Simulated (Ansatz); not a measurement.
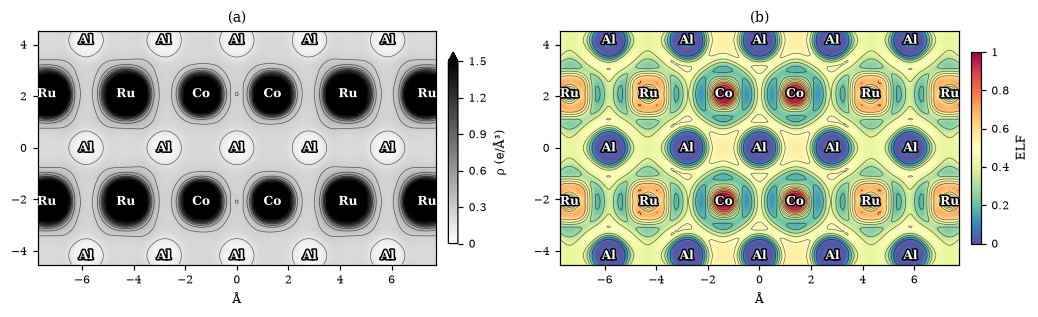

Figure 1: Al$_{5}$Co$_{2}$Ru$_{3}$. (a) valence charge density (pseudo); (b) ELF on the (110) plane of the conventional cell.

Space group P4/mmm; a structure generated by program, which may or may not match a known phase; computed pressure about −5 GPa in this cell; computed without spin polarisation.

Computed with DFT r2SCAN, scalar-relativistic, plane waves, PAW (Ansatz 0.2.0).

Core electrons are frozen (PAW), and the valence fields are smoothed inside the atomic spheres.

What does the map show?

The plane passes through Al, Co and Ru nuclei.
Al–Co (2.50 Å): the density is about 0.3 e/Å³ at the midpoint; the ELF is about 0.40 at the midpoint.
Al–Ru (2.56 Å): the density is about 0.38 e/Å³ at the midpoint; the ELF is about 0.40 at the midpoint.
Co–Co (2.76 Å): ρ at the midpoint is about 0.31 e/Å³; the ELF is about 0.45 at the midpoint.
Al–Al (2.83 Å): the density is about 0.23 e/Å³ at the midpoint; the ELF reaches about 0.55 near the midpoint.
Co–Ru (2.92 Å): ρ at the midpoint is about 0.28 e/Å³; the ELF is about 0.40 at the midpoint.
Between the atoms the lowest density in this plane is 0.21 e/Å³.
The features right at Co and Ru lie inside the PAW spheres, where the map follows smoothed inner orbitals and isn't to be read closely.

What Bader charges does the calculation give?

Electrons move from Al towards Co and Ru. Bader charges: Al +1.83 to +2.06, Co −1.70 and Ru −2.18 to −2.09 e.
